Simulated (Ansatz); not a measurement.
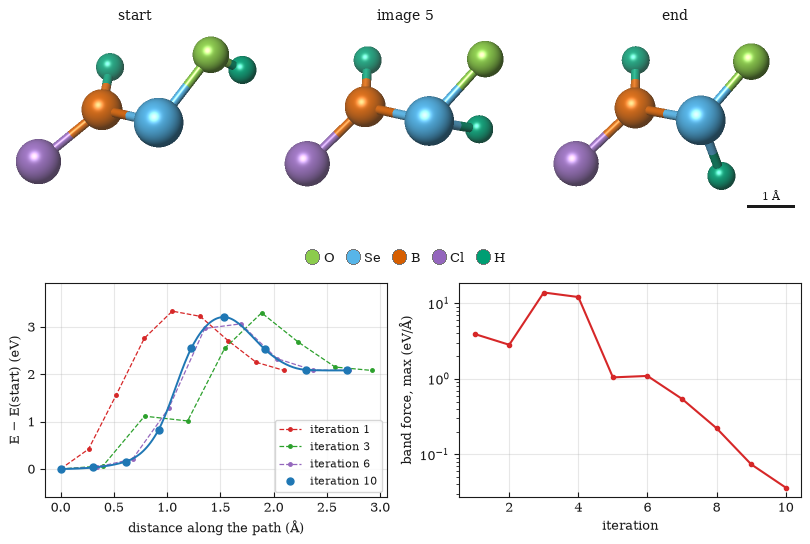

NEB run on BH$_{2}$SeOCl. Images are numbered from 0 (start) to 8 (end). The plot follows the band through its iterations. A ball-and-stick model, seen from a free direction.

Method: RKS revPBE-D4/def2-SVP in Ansatz 0.2.0. Settings: 7 movable images; climbing image; force threshold 0.05 eV/Å; iteration limit 60; starting path by straight interpolation.

Q: Did the band converge, and can the barrier be trusted?

A: The run is converged, with reservations. The band converged in 10 iterations. The largest component of the band force went from 3.9 to 0.036 eV/Å. The climbing image converged on the top of the path. Its curvatures weren't checked. The straight starting path can push atoms close together and costs iterations. The first iteration put the highest image at 3.33 eV. The energy climbs by 3.21 eV to image 5 and then falls by 1.13 eV, so the end point sits at +2.08 eV.

Cost: 69 s on 2 threads of Intel(R) Xeon(R) Platinum 8488C (Sapphire Rapids), with other jobs on the host, peak memory 0.15 GiB.
